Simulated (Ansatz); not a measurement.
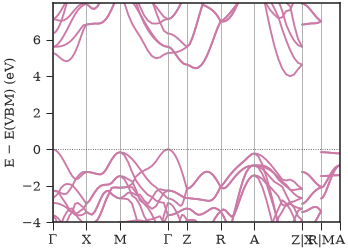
Figure: Band structure from r²SCAN in the plane-wave PAW code Ansatz

### Question
Read off the gap and where the band edges lie.

### Answer
About 4.0 eV (3.99 eV by a search for the band edges); maximum at Γ, minimum on the A–Z line, 75 % of the way from A.

The material is C in space group P4_2/ncm (No. 138; C on 8i, C on 4b).

The start of the workflow was typed in or built on a structure type; neither database checked (COD, Materials Project) lists it. It is not the phase usual at ambient conditions (space group No. 194, 227). The cell was relaxed with r²SCAN under the symmetry of its start; its stability against distortions is not shown here.

Potentials: the earlier of the program's two PAW sets.
